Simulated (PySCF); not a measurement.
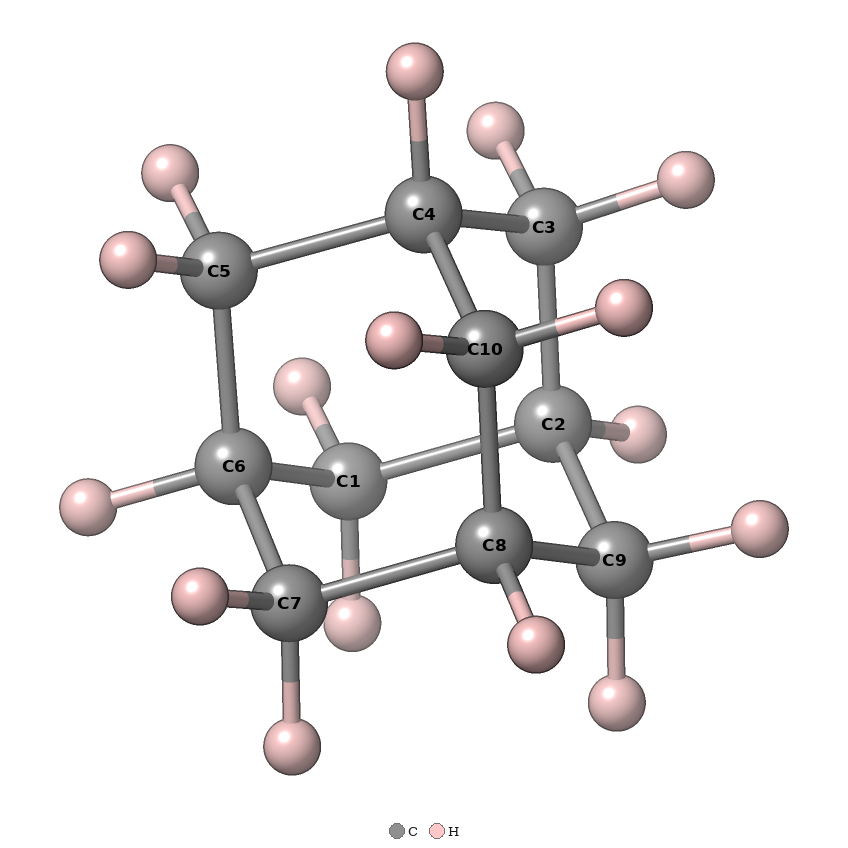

Depth is shown by fading: the farther an atom, the more it takes the colour of the background. State: charge +1, doublet. Computed geometry: PBE0-D3(BJ)/def2-SVP optimisation. No frequency run is at hand to confirm it as a minimum.

> What is the conformation of the ring C1–C2–C9–C8–C7–C6?

It is a chair (Cremer–Pople θ = 0°, folded into 0 to 90°). The Cremer–Pople amplitude Q is 0.67 Å.

> Give the torsion angles round the ring, beginning with the bond from its second to its third atom.

−64°, 64°, −61°, 65°, −65°, 61°.

> Are the substituents other than hydrogen axial or equatorial?

C3 on C2 is axial; C10 on C8 is axial; C5 on C6 is axial.
